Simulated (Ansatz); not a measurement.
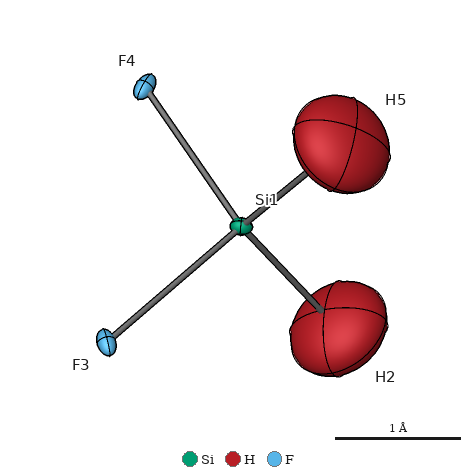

Displacement ellipsoids at the 50 % level, enlarged 2 times, from the internal vibrations of the free molecule (harmonic, no overall translation or rotation; no half-axis is drawn under 0.075 Å). Vibrations computed with RKS PBE0-D4/def2-TZVP (Ansatz 0.2.0). Temperature: 298 K.

Question: Which atom moves most?

Answer: H2, H5, with U_eq = 0.0152 Å².

Question: Does H2 move more along its bond or across it?

Answer: Across it: the root-mean-square amplitude is 0.086 Å along the bond and up to 0.142 Å across, since bending and torsion are softer than stretching.

List U_eq and the three principal root-mean-square amplitudes for each kind of atom.

```csv
atom,U_eq (Å²),rms amplitudes (Å)
Si1,0.00046,"0.014, 0.018, 0.030"
"H2, H5",0.0152,"0.085, 0.134, 0.142"
"F3, F4",0.00080,"0.010, 0.022, 0.042"
```
